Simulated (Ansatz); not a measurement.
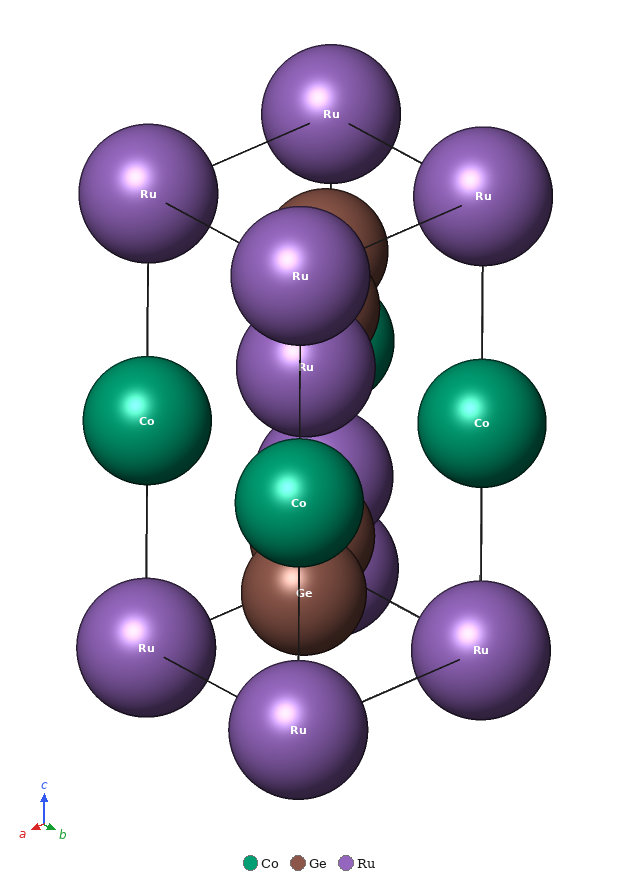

The image is a spheres-only drawing of a crystal, viewed slightly off an axis. The simulation cell is outlined; an atom on or near a face, edge or corner is repeated at each equivalent position.

Input for the calculation:
```yaml
crystal:
  lattice:
    - [6.3790368576, -1.8832852586, -0.0081324851]
    - [6.3790368576, 1.8832852586, -0.0081324851]
    - [-0.0756533455, 0.0, 5.1490617406]
  atoms:
    - { symbol: Co, position: [0.0, 0.0, 0.5] }
    - { symbol: Ge, position: [0.8335068323, 0.8335068323, 0.2428106915] }
    - { symbol: Ge, position: [0.1664931677, 0.1664931677, 0.7571893085] }
    - { symbol: Ge, position: [0.5662723413, 0.5662723413, 0.2723166188] }
    - { symbol: Ge, position: [0.4337276587, 0.4337276587, 0.7276833812] }
    - { symbol: Ru, position: [0.0, 0.0, 0.0] }
    - { symbol: Ru, position: [0.8041112118, 0.8041112118, 0.7284732879] }
    - { symbol: Ru, position: [0.1958887882, 0.1958887882, 0.2715267121] }
basis:
  ecutwfc: 420
kpoints:
  mp_grid: { grid: [10, 10, 8] }
  band_path:
    path:
      - [[0.0, 0.0, 0.0], [-0.27179576, 0.27179576, 0.0]]
      - [[-0.72820424, -0.27179576, 0.0], [-0.5, -0.5, 0.0], [0.0, 0.0, 0.0], [-0.5, -0.5, 0.5], [-0.72906637, -0.27093363, 0.5]]
      - [[-0.27093363, 0.27093363, 0.5], [0.0, 0.0, 0.5], [0.0, 0.0, 0.0]]
      - [[-0.5, 0.0, 0.5], [0.0, 0.0, 0.0], [-0.5, 0.0, 0.0]]
    npoints: 14
hamiltonian:
  xc: pbe
scf:
  occupations: { method: gaussian, width: 0.1 }
  n_extra_bands: 20
output:
  forces: true
  stress: true
  eigenvalues: true
  populations: true
  dos: { projected: true, de: 0.02, nscf_kmesh: { grid: [12, 12, 10] } }
  bader: true
  write_density: true
  write_potential: true
  elf: true
  volumetric_format: npy
```
Run as:
```sh
ansatz run input.yaml --threads 4 --pin off --max-ram 8192MiB --backend cpu --events-out ev --progress --plain --runs-dir out
```

Calculation details: Ansatz 0.2.0, DFT PBE, scalar-relativistic, plane waves, PAW; a basis cut at 420 eV, a 10×10×8 grid in reciprocal space, Gaussian smearing of 0.1 eV, no spin polarisation (a spin-restricted run, not always the ground state).

Question: How are the electrons shared out in a Bader analysis?

Answer: Co -0.11 e; Ge +0.20 to +0.29 e; Ru -0.37 to -0.25 e.

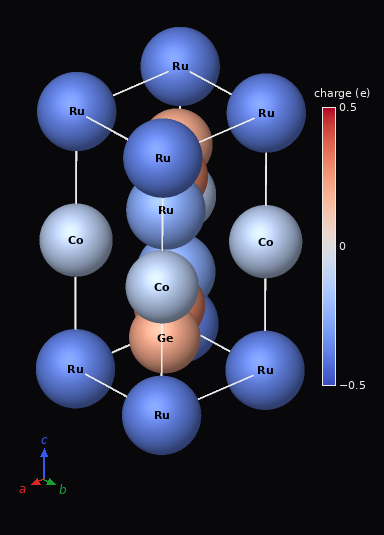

The atoms coloured by those charges.

The cell started as a structure type filled with these elements by a generator (whether the compound takes this form wasn't checked). Earlier steps of the study may have refined or changed the cell and positions. It went into a calculation with Ansatz.
